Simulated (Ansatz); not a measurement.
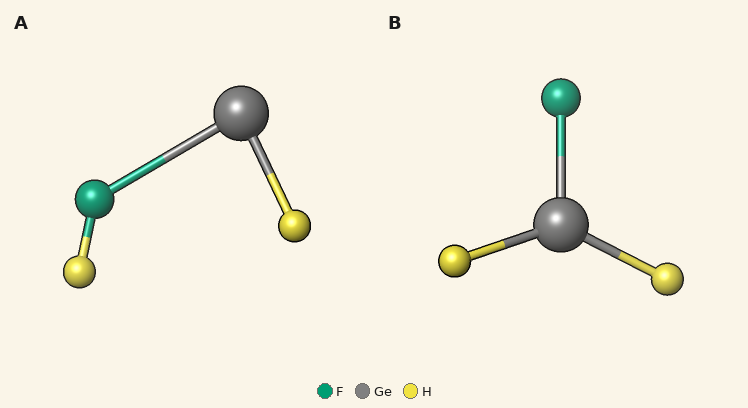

2 stationary structures of one formula. The species has charge +1 and is a spin singlet. Geometries: PBE0-D4/def2-TZVP. Electronic energies: RHF-CCSD(T) (frozen core)/def2-TZVPP (Ansatz 0.2.0), without zero-point energy. No frequency run is at hand to confirm each as a minimum.

> Which structure is the most stable?

B is lowest (C2v); A lies 24.8 kJ/mol above it (Cs).

Give E(B) − E(A) in kJ/mol at these levels too: r2SCAN-D4/def2-TZVPP; B3LYP-D4/def2-TZVPP; PBE-D4/def2-TZVPP; PBE0-D4/def2-TZVPP; RHF-CCSD(T) (frozen core)/def2-TZVPP; ωB97M-V/def2-TZVPP; PBE0-D4/def2-TZVP.

```csv
level,E(B) − E(A) (kJ/mol)
r2SCAN-D4/def2-TZVPP,−36.8
B3LYP-D4/def2-TZVPP,−4.9
PBE-D4/def2-TZVPP,−16.5
PBE0-D4/def2-TZVPP,−20.1
RHF-CCSD(T) (frozen core)/def2-TZVPP,−24.8
ωB97M-V/def2-TZVPP,−7.4
PBE0-D4/def2-TZVP,−23.8
```
